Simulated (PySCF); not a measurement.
C2H9NOSi2

```xyz
15

C    -2.9715   -0.2609   -0.4046
N    -2.1411    0.8767   -0.1880
C    -0.8860    0.7831   -0.1797
Si    0.2411   -0.7337   -0.4288
O     1.7542   -0.1652   -0.3546
Si    3.1777    0.4848    0.0554
H    -3.5982   -0.0591   -1.2745
H    -2.4182   -1.1962   -0.5579
H    -3.6320   -0.3631    0.4577
H    -0.3734    1.7284   -0.0024
H     0.1186   -1.3205   -1.7631
H     0.0827   -1.7182    0.6436
H     3.8081   -0.4306    1.0041
H     3.9183    0.5937   -1.1986
H     2.9153    1.7888    0.6639
```

Geometry: GFN2-xTB.

Level of theory: CAM-B3LYP/def2-SVPD, SCF density, gas phase (PySCF).

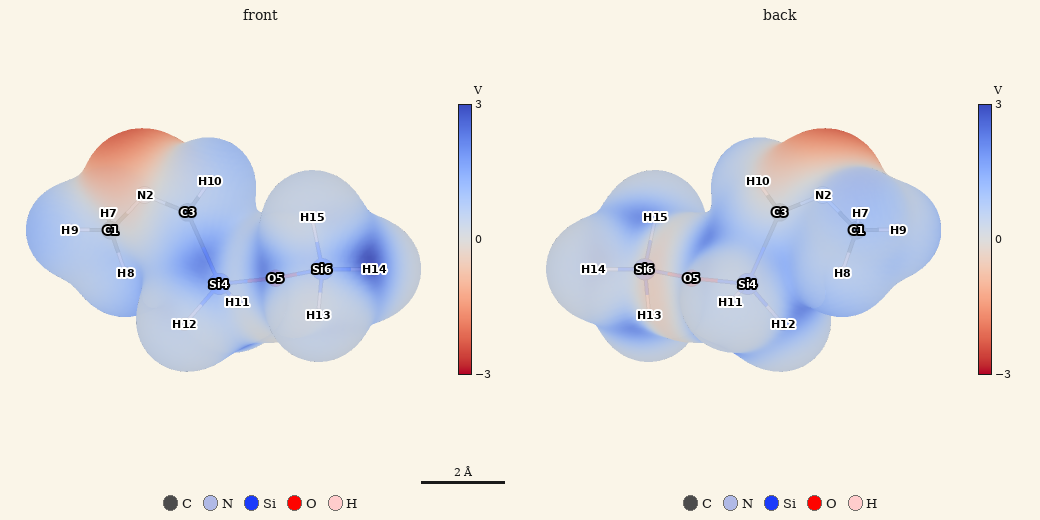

Figure 1. The electrostatic potential painted on the density surface at 0.004 e/bohr³, seen from the front and from behind; the colour scale runs from red (negative) to blue (positive).

### Which sites attract a positive test charge, and which a negative one?

A positive charge is drawn to the negative regions and a negative charge to the positive ones. The most negative region (about −2.0 V) lies over N2, the most positive (about +2.7 V) over Si6. N2 is the likeliest acceptor of a hydrogen bond.

### How polar is the molecule by this calculation?

Its dipole moment is 1.17 D.

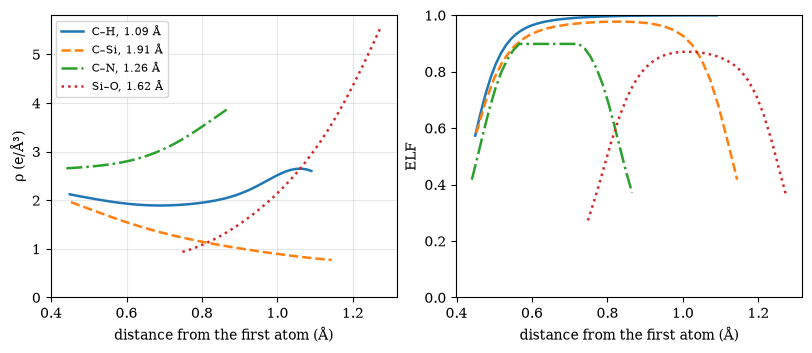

Figure 2. Electron density and ELF along straight lines between neighbouring atoms. The curves leave out the atomic cores.

### What kind of bonding do the profiles show?

C–H (1.09 Å): the density is about 2 e/Å³ at the midpoint; the ELF climbs to about 1 towards the hydrogen, as it does in any bond to H; an ordinary covalent bond to hydrogen.
C–Si (1.91 Å): the density is about 0.95 e/Å³ at the midpoint; the ELF peaks at about 1 between the atoms (localised, covalent bonding).
C–N (1.26 Å): ρ at the midpoint is about 2.9 e/Å³; the ELF peaks at about 0.90 between the atoms: a short, multiple covalent bond.
Si–O (1.62 Å): ρ is about 1.1 e/Å³ halfway; the ELF peaks at about 0.85 between the atoms (a polar covalent bond).
